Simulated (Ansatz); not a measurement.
# BHBrF$_{3}$: nudged elastic band

The run: nudged elastic band of BHBrF$_{3}$. Method and program: RHF/def2-SVP (Ansatz 0.2.0).

It belongs to a series of runs on one base structure; here: band between the two ends. Figures and captions count atoms from 1; the log counts them from 0 in places.

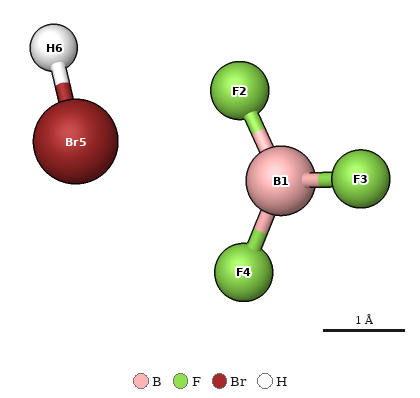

*The starting structure (ball-and-stick view, seen at a tilt; atoms are numbered from 1 in the order of the input).*

### Key numbers

```json
{"quantity": "outcome", "value": "converged"}
{"quantity": "barrier, forward", "value": "2.146 eV"}
{"quantity": "barrier, backward", "value": "1.147 eV"}
{"quantity": "hardware", "value": "1 thread of Arm Neoverse V2, 24 GiB of memory available, shared host"}
{"quantity": "wall time", "value": "3.3 min"}
{"quantity": "peak memory", "value": "0.19 GiB"}
```

### Remarks

The order of the saddle point was not checked.

### Input file
```yaml
crystal:
  periodic: [false, false, false]
  atoms:
    - { symbol: B, position_ang: [-0.009188, 0.44641, -0.15657] }
    - { symbol: F, position_ang: [-0.009029, 0.690676, 1.12109] }
    - { symbol: F, position_ang: [1.114301, 0.37938, -0.802315] }
    - { symbol: F, position_ang: [-1.134128, 0.308962, -0.788518] }
    - { symbol: Br, position_ang: [0.101287, -2.875222, 1.082455] }
    - { symbol: H, position_ang: [0.081456, -2.233404, 2.336157] }
basis:
  gaussian: { orbitals: def2-SVP }
hamiltonian:
  xc: hf
neb:
  order_check: false
  images: 5
  f_tol: 0.05
  max_iterations: 60
  final_atoms:
    - { symbol: B, position_ang: [0.0183279, -0.49265304, -0.45980249] }
    - { symbol: F, position_ang: [0.01259012, 0.02010272, 2.05815655] }
    - { symbol: F, position_ang: [1.1195385, 0.17642456, -0.59519323] }
    - { symbol: F, position_ang: [-1.12356883, 0.1063839, -0.58554344] }
    - { symbol: Br, position_ang: [0.07903466, -2.40430291, -0.24274438] }
    - { symbol: H, position_ang: [0.03877665, -0.68915322, 2.61742599] }
  initial_path:
    images:
      - { positions_ang: [[-0.009188, 0.44641, -0.15657], [-0.009029, 0.690676, 1.12109], [1.114301, 0.37938, -0.802315], [-1.134128, 0.308962, -0.788518], [0.101287, -2.875222, 1.082455], [0.081456, -2.233404, 2.336157]] }
      - { positions_ang: [[-0.00633727, 0.30149109, -0.09968196], [-0.00603912, 0.45015864, 1.30857746], [1.12361262, 0.2627411, -0.75023033], [-1.13740638, 0.21512775, -0.7407862], [0.10063956, -2.65842549, 0.95337823], [0.07022958, -1.8542911, 2.1210418]] }
      - { positions_ang: [[-0.00348654, 0.15657219, -0.04279392], [-0.00304923, 0.20964128, 1.49606492], [1.13292424, 0.14610221, -0.69814565], [-1.14068476, 0.12129351, -0.6930544], [0.09999212, -2.44162899, 0.82430146], [0.05900316, -1.4751782, 1.9059266]] }
      - { positions_ang: [[-0.00063581, 0.01165328, 0.01409411], [-5.935e-05, -0.03087608, 1.68355239], [1.14223586, 0.02946331, -0.64606098], [-1.14396314, 0.02745926, -0.6453226], [0.09934468, -2.22483248, 0.69522469], [0.04777675, -1.0960653, 1.6908114]] }
      - { positions_ang: [[0.00568542, -0.15644883, -0.14387142], [0.00415714, -0.01388315, 1.80842044], [1.13467008, 0.07845039, -0.62910506], [-1.13716503, 0.05376748, -0.62539622], [0.09257467, -2.28465596, 0.38256833], [0.04477671, -0.96042794, 1.99968293]] }
      - { positions_ang: [[0.01200666, -0.32455093, -0.30183696], [0.00837363, 0.00310979, 1.9332885], [1.12710429, 0.12743748, -0.61214915], [-1.13036693, 0.08007569, -0.60546983], [0.08580466, -2.34447944, 0.06991197], [0.04177668, -0.82479058, 2.30855446]] }
      - { positions_ang: [[0.0183279, -0.49265304, -0.45980249], [0.01259012, 0.02010272, 2.05815655], [1.1195385, 0.17642456, -0.59519323], [-1.12356883, 0.1063839, -0.58554344], [0.07903466, -2.40430291, -0.24274438], [0.03877665, -0.68915322, 2.61742599]] }
```

Run as:
```bash
ansatz run input.yaml --threads 1 --pin off --max-ram 2048MiB --backend cpu --events-out ev --progress --plain --runs-dir out
```

### Log
```
Engine: ansatz 0.2.0, aarch64-unknown-linux-gnu
Functional definition: HF
  exchange = exact_x
  correlation = 0
965 factors; integrals over basis functions are off by at most 4.2e-4 eV
mean field evaluation 1: about -78791.3370 eV, gradient 3.6e1 eV
mean field evaluation 2: about -78791.4670 eV, gradient 3.7e1 eV
mean field evaluation 4: about -78793.9097 eV, gradient 2.2e0 eV
mean field evaluation 8: about -78793.9404 eV, gradient 1.1e-1 eV
mean field -78793.94047546 eV, -2895.6239040220 hartree, gradient 2.9e-5 eV, S^2 0.000000; 0 other end points of the search recorded, 0 dependent functions left out
the calculation of the forces begins
reference -78793.94047546 eV, -2895.6239040220 hartree; 34, 34 occupied and 59, 59 virtual orbitals, 965 factors
964 factors; integrals over basis functions are off by at most 1.0e-3 eV
mean field evaluation 16: about -78792.9196 eV, gradient 2.3e0 eV
mean field -78792.94193859 eV, -2895.5872084688 hartree, gradient 2.2e-5 eV, S^2 0.000000; 0 other end points of the search recorded, 0 dependent functions left out
[... from here on the field's lines of each further geometry are left out, up to the last ...]
NEB iter   1: max|band force component| = 5.858e0 eV/Å  barrier→ = 3.7857 eV  barrier← = 2.7872 eV  Δτ_max = 0.1991 Å  (249 SCF iters)
NEB iter   2: max|band force component| = 5.066e0 eV/Å  barrier→ = 2.2961 eV  barrier← = 1.2975 eV  Δτ_max = 0.1861 Å  (202 SCF iters)
NEB iter   3: max|band force component| = 3.183e0 eV/Å  barrier→ = 2.0854 eV  barrier← = 1.0869 eV  Δτ_max = 0.1305 Å  (177 SCF iters)
NEB iter   4: max|band force component| = 2.016e0 eV/Å  barrier→ = 1.8472 eV  barrier← = 0.8487 eV  Δτ_max = 0.0486 Å  (171 SCF iters)
NEB iter   5: max|band force component| = 9.499e-1 eV/Å  barrier→ = 1.7536 eV  barrier← = 0.7550 eV  Δτ_max = 0.0518 Å  (177 SCF iters)
NEB iter   6: max|band force component| = 5.341e-1 eV/Å  barrier→ = 1.7043 eV  barrier← = 0.7057 eV  Δτ_max = 0.0366 Å  (181 SCF iters)
NEB iter   7: max|band force component| = 2.319e0 eV/Å  barrier→ = 1.6903 eV  barrier← = 0.6918 eV  CI = image 3  Δτ_max = 0.2000 Å  (181 SCF iters)
NEB iter   8: max|band force component| = 6.933e-1 eV/Å  barrier→ = 2.1829 eV  barrier← = 1.1843 eV  CI = image 3  Δτ_max = 0.0323 Å  (181 SCF iters)
NEB iter   9: max|band force component| = 4.353e-1 eV/Å  barrier→ = 2.1508 eV  barrier← = 1.1523 eV  CI = image 3  Δτ_max = 0.2000 Å  (179 SCF iters)
NEB iter  10: max|band force component| = 1.797e1 eV/Å  barrier→ = 2.6478 eV  barrier← = 1.6493 eV  CI = image 1  Δτ_max = 0.0989 Å  (186 SCF iters)
NEB iter  11: max|band force component| = 1.616e1 eV/Å  barrier→ = 2.3181 eV  barrier← = 1.3196 eV  CI = image 1  Δτ_max = 0.1974 Å  (178 SCF iters)
NEB iter  12: max|band force component| = 1.432e1 eV/Å  barrier→ = 1.8589 eV  barrier← = 0.8604 eV  CI = image 4  Δτ_max = 0.1931 Å  (181 SCF iters)
NEB iter  13: max|band force component| = 2.724e0 eV/Å  barrier→ = 2.0069 eV  barrier← = 1.0084 eV  CI = image 4  Δτ_max = 0.1426 Å  (180 SCF iters)
NEB iter  14: max|band force component| = 1.109e0 eV/Å  barrier→ = 2.1516 eV  barrier← = 1.1530 eV  CI = image 4  Δτ_max = 0.1921 Å  (179 SCF iters)
NEB iter  15: max|band force component| = 3.903e0 eV/Å  barrier→ = 2.1721 eV  barrier← = 1.1736 eV  CI = image 4  Δτ_max = 0.1016 Å  (185 SCF iters)
NEB iter  16: max|band force component| = 1.122e0 eV/Å  barrier→ = 2.1492 eV  barrier← = 1.1506 eV  CI = image 4  Δτ_max = 0.1962 Å  (178 SCF iters)
NEB iter  17: max|band force component| = 2.297e0 eV/Å  barrier→ = 2.1488 eV  barrier← = 1.1503 eV  CI = image 4  Δτ_max = 0.0975 Å  (185 SCF iters)
NEB iter  18: max|band force component| = 6.762e-1 eV/Å  barrier→ = 2.1470 eV  barrier← = 1.1485 eV  CI = image 4  Δτ_max = 0.0470 Å  (181 SCF iters)
NEB iter  19: max|band force component| = 4.314e-1 eV/Å  barrier→ = 2.1461 eV  barrier← = 1.1476 eV  CI = image 4  Δτ_max = 0.1702 Å  (182 SCF iters)
NEB iter  20: max|band force component| = 3.081e0 eV/Å  barrier→ = 2.1460 eV  barrier← = 1.1474 eV  CI = image 4  Δτ_max = 0.0889 Å  (187 SCF iters)
NEB iter  21: max|band force component| = 9.678e-1 eV/Å  barrier→ = 2.1459 eV  barrier← = 1.1474 eV  CI = image 4  Δτ_max = 0.1770 Å  (182 SCF iters)
NEB iter  22: max|band force component| = 4.528e0 eV/Å  barrier→ = 2.1459 eV  barrier← = 1.1474 eV  CI = image 4  Δτ_max = 0.0878 Å  (186 SCF iters)
NEB iter  23: max|band force component| = 2.084e0 eV/Å  barrier→ = 2.1459 eV  barrier← = 1.1474 eV  CI = image 4  Δτ_max = 0.1701 Å  (179 SCF iters)
NEB iter  24: max|band force component| = 1.073e0 eV/Å  barrier→ = 2.1459 eV  barrier← = 1.1474 eV  CI = image 4  Δτ_max = 0.0314 Å  (176 SCF iters)
NEB iter  25: max|band force component| = 1.257e-1 eV/Å  barrier→ = 2.1459 eV  barrier← = 1.1474 eV  CI = image 4  Δτ_max = 0.0151 Å  (182 SCF iters)
the calculation of the forces begins
reference -78792.76028738 eV, -2895.5805329102 hartree; 34, 34 occupied and 59, 59 virtual orbitals, 967 factors
967 factors; integrals over basis functions are off by at most 1.6e-3 eV
mean field evaluation 1312: about -78791.7946 eV, gradient 1.1e-4 eV
mean field -78791.79455089 eV, -2895.5450427488 hartree, gradient 2.7e-5 eV, S^2 0.000000; 1 other end points of the search recorded, 0 dependent functions left out
the calculation of the forces begins
reference -78791.79455089 eV, -2895.5450427488 hartree; 34, 34 occupied and 59, 59 virtual orbitals, 967 factors
NEB iter  26: max|band force component| = 3.641e-2 eV/Å  barrier→ = 2.1459 eV  barrier← = 1.1474 eV  CI = image 4  Δτ_max = 0.0000 Å  (470 SCF iters)
```

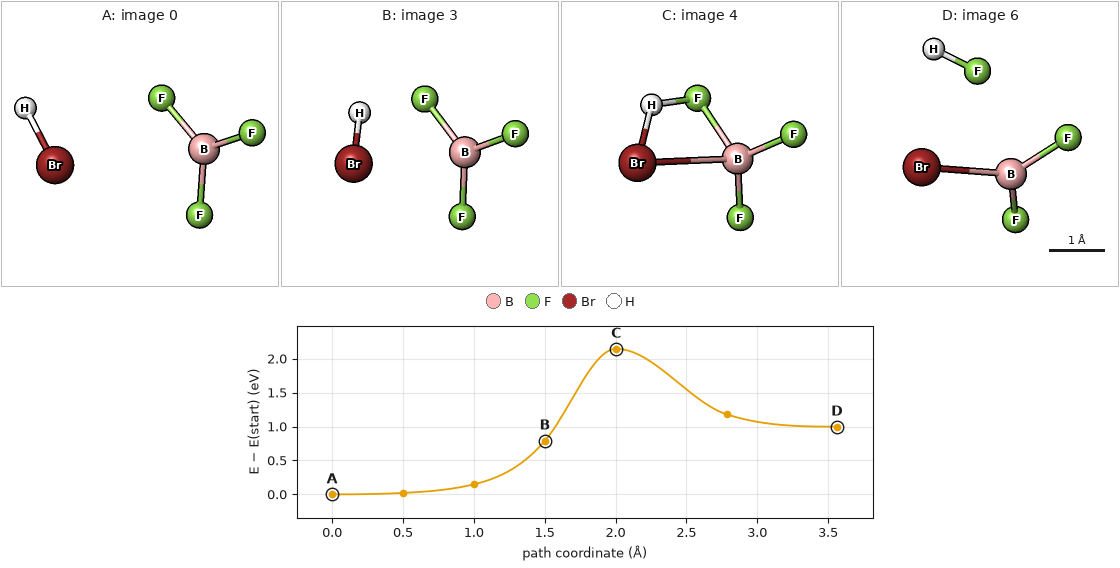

*Images of the last band (counted from 0; ball-and-stick, seen at a tilt) above the energy along the path; the line is a cubic interpolation that uses the forces.*

The highest image is number 4, 2.146 eV above the start and 1.147 eV above the end (the climbing image); the end lies 0.999 eV above the start. The path is 3.56 Å long. The band converged in 26 iterations.

```
Total energy: -78791.79455089 eV, -2895.5450427488 hartree
Atom 0 at     0.011484    -0.173496     0.036223 Å, force     0.000198     0.000198     0.000108 eV/Å
Atom 1 at     0.009587     0.050641     1.518322 Å, force    -0.000108    -0.000058    -0.000123 eV/Å
Atom 2 at     1.137890     0.183296    -0.502864 Å, force    -0.000110    -0.000004    -0.000153 eV/Å
Atom 3 at    -1.137763     0.114954    -0.495499 Å, force     0.000056     0.000013     0.000029 eV/Å
Atom 4 at     0.080107    -2.400602     0.568579 Å, force     0.000012    -0.000170    -0.000040 eV/Å
Atom 5 at     0.043394    -1.057991     1.667536 Å, force    -0.000048     0.000022     0.000180 eV/Å
Dipole moment:    -0.001553     0.085536     0.313577 e Å
this run last wrote the band of iteration 26 to [file]
```

### The last band as extended XYZ (Å, eV, eV/Å)
```
6
Properties=species:S:1:pos:R:3:forces:R:3 image=0 energy=-78793.94047
B    -0.0092    0.4464   -0.1566   -0.0001  -0.0012   0.0012
F    -0.0090    0.6907    1.1211   -0.0001   0.0009  -0.0012
F     1.1143    0.3794   -0.8023   -0.0002   0.0008  -0.0007
F    -1.1341    0.3090   -0.7885    0.0004   0.0009  -0.0006
Br    0.1013   -2.8752    1.0825   -0.0001   0.0009   0.0018
H     0.0815   -2.2334    2.3362    0.0002  -0.0023  -0.0006
6
Properties=species:S:1:pos:R:3:forces:R:3 image=1 energy=-78793.91820
B    -0.0055    0.3478   -0.0768   -0.0372   0.0567  -0.0362
F    -0.0125    0.6013    1.2014    0.0280  -0.0049   0.0037
F     1.1207    0.2766   -0.7148    0.0158   0.0204  -0.0082
F    -1.1298    0.2118   -0.7080   -0.0103   0.0160  -0.0353
Br    0.0860   -2.8214    1.0122    0.0024  -0.0124   0.0453
H     0.0860   -1.8992    2.0783    0.0012  -0.0757   0.0306
6
Properties=species:S:1:pos:R:3:forces:R:3 image=2 energy=-78793.79118
B    -0.0017    0.2429    0.0109   -0.0063   0.1991  -0.0624
F    -0.0024    0.4709    1.2996   -0.0060   0.1842  -0.0844
F     1.1256    0.1919   -0.6248   -0.0067   0.0727  -0.0526
F    -1.1300    0.1243   -0.6141    0.0019   0.0730  -0.0525
Br    0.0907   -2.6976    0.9083    0.0072  -0.2224   0.1183
H     0.0626   -1.6157    1.8125    0.0098  -0.3066   0.1335
6
Properties=species:S:1:pos:R:3:forces:R:3 image=3 energy=-78793.14667
B     0.0052    0.0574    0.0661   -0.0375   1.3131   0.2034
F     0.0036    0.2845    1.3863   -0.0285   0.9675  -0.5705
F     1.1356    0.1317   -0.5611   -0.0046  -0.0442  -0.1213
F    -1.1325    0.0665   -0.5523    0.0050  -0.0442  -0.1238
Br    0.0810   -2.4811    0.7785    0.0154  -0.4292   0.7136
H     0.0519   -1.3423    1.6748    0.0503  -1.7629  -0.1013
6
Properties=species:S:1:pos:R:3:forces:R:3 image=4 energy=-78791.79455
B     0.0115   -0.1735    0.0362    0.0002   0.0002   0.0001
F     0.0096    0.0506    1.5183   -0.0001  -0.0001  -0.0001
F     1.1379    0.1833   -0.5029   -0.0001   0.0000  -0.0002
F    -1.1378    0.1150   -0.4955    0.0001   0.0000   0.0000
Br    0.0801   -2.4006    0.5686    0.0000  -0.0002   0.0000
H     0.0434   -1.0580    1.6675    0.0000   0.0000   0.0002
6
Properties=species:S:1:pos:R:3:forces:R:3 image=5 energy=-78792.76029
B     0.0179   -0.4263   -0.2477    0.0063  -0.2402  -0.2671
F     0.0115    0.0308    1.8405    0.0006   0.0121   0.2747
F     1.1263    0.1918   -0.5107   -0.0092  -0.0192  -0.0267
F    -1.1279    0.1234   -0.5027    0.0102  -0.0187  -0.0267
Br    0.0777   -2.3498    0.1543   -0.0026   0.0479  -0.3224
H     0.0391   -0.8531    2.0587   -0.0053   0.2181   0.3682
6
Properties=species:S:1:pos:R:3:forces:R:3 image=6 energy=-78792.94194
B     0.0183   -0.4927   -0.4598    0.0007   0.0022  -0.0001
F     0.0126    0.0201    2.0582    0.0000   0.0057  -0.0073
F     1.1195    0.1764   -0.5952   -0.0004  -0.0015   0.0017
F    -1.1236    0.1064   -0.5855   -0.0003  -0.0012   0.0014
Br    0.0790   -2.4043   -0.2427   -0.0001  -0.0005  -0.0016
H     0.0388   -0.6892    2.6174    0.0001  -0.0047   0.0058
```
